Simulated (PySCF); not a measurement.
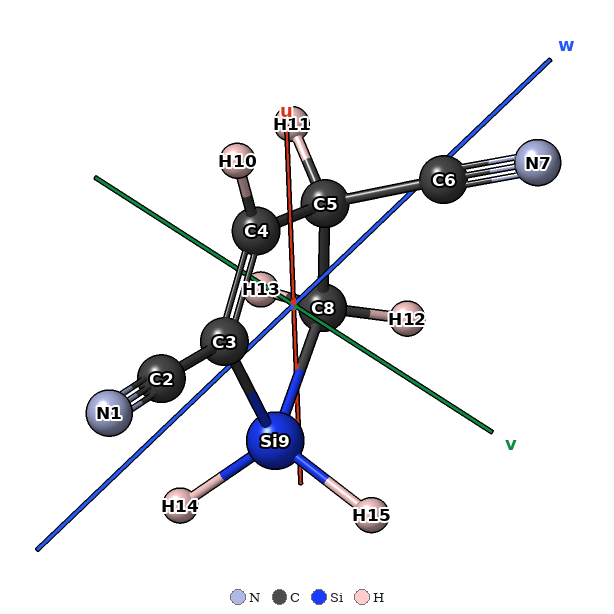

The lines u, v and w are the principal axes of the static dipole polarisability. Computed geometry: GFN2-xTB optimisation. No frequency run is at hand to confirm it as a minimum. Computed with CAM-B3LYP/def2-SVPD (PySCF 2.14.0).

Along which axis is the molecule most polarisable, and along which least?

Most along w (close to the long direction N1···N7), least along v.

Give the three principal values.

u 92.3, v 78.4, w 124.4 bohr³; mean 98.4, anisotropy 40.9 bohr³.

The geometry is semi-empirical. Around Si such bond lengths and angles can be off by a tenth of an ångström or more and by several degrees, and values that hang on the shape move with them.
